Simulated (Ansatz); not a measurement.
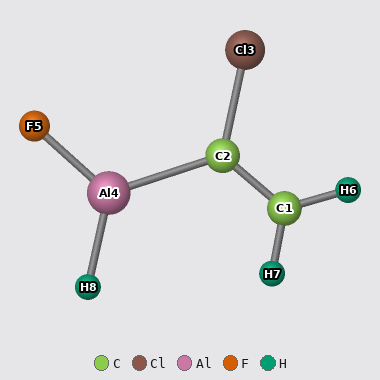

The system is C₂H₃AlClF, SMILES C=[C](Cl)[AlH][F]; the picture shows the reference structure. Coordinates scanned: (1) dihedral H6–C1–C2–Al4; (2) dihedral C1–C2–Al4–F5. Nothing is relaxed (all other coordinates rigid). The scan uses an 18 × 18 grid; 228 points were computed and 96 follow by symmetry. Points are written as (first, second). Energies: kJ/mol, counted from the lowest grid point. The dihedral twists a double bond; near 90° a spin-restricted reference is unreliable. The calculation used RHF/def2-TZVP (Ansatz 0.2.0).

Its coordinates:

```xyz
8

C    -1.2390   -0.0676    0.6502
C    -0.0785    0.4792    0.3379
Cl    0.3359    2.0300    1.0488
Al    1.1580   -0.3978   -0.8802
F     2.5767    0.3070   -1.2375
H    -1.9464    0.3889    1.3199
H    -1.5141   -1.0179    0.2264
H     0.7995   -1.7788   -1.5212
```

Range: dihedral H6–C1–C2–Al4 from −180 to 160°; dihedral C1–C2–Al4–F5 from −180 to 160°.

Q: What will the energy surface look like?

A: The lowest grid point is at (−180°, −180°); the map holds 2 wells of about this depth. There are further wells near (0°, −180°) (1.4 kJ/mol above the lowest at that grid point); (0°, 0°) (1.7 kJ/mol above the lowest at that grid point). The highest grid point, (80°, 60°), lies 342 kJ/mol above the lowest. On the interpolated surface the easiest way out of the lowest well to the well at (−180°, 0°) passes a barrier of about 15 kJ/mol. Round the minimum the valley is somewhat tilted: raising dihedral H6–C1–C2–Al4 shifts the best value of dihedral C1–C2–Al4–F5 downwards (coupling k₁₂/√(k₁₁k₂₂) about 0.2).

```tsv
dihedral C1–C2–Al4–F5 ↓, dihedral H6–C1–C2–Al4 →	−180	−140	−100	−60	−20	20	60	100	140
140	6	82	314	196	31	25	181	335	93
100	14	93	326	196	36	35	193	330	95
60	11	99	340	183	29	36	202	315	85
20	2	89	329	179	22	27	192	313	79
−20	2	79	313	192	27	22	179	329	89
−60	11	85	315	202	36	29	183	340	99
−100	14	95	330	193	35	36	196	326	93
−140	6	93	335	181	25	31	196	314	82
−180	0	82	320	184	22	22	184	320	82
```

The table holds every second grid line.

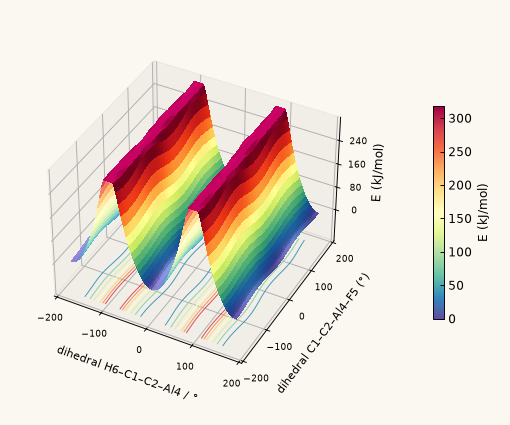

Drawn: a relief with its contours projected below, any walls above the top of the colour scale cut off. Between grid points the surface is interpolated.

Each point was launched as `ansatz run input.yaml --threads 1 --pin off --max-ram 2560MiB --backend cpu --events-out ev --progress --plain --runs-dir out`. The whole map (228 points run) took 10 min on 1 thread of AMD EPYC 9R45 96-Core Processor (Zen 5), on a shared host.
